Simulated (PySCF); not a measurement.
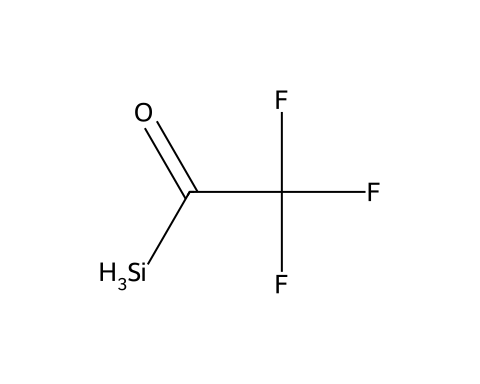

Simulated data, not a measurement (program: PySCF).

2D structure.

Give its SMILES.

O=C([SiH3])C(F)(F)F

What is the molecular formula?

C2H3F3OSi.
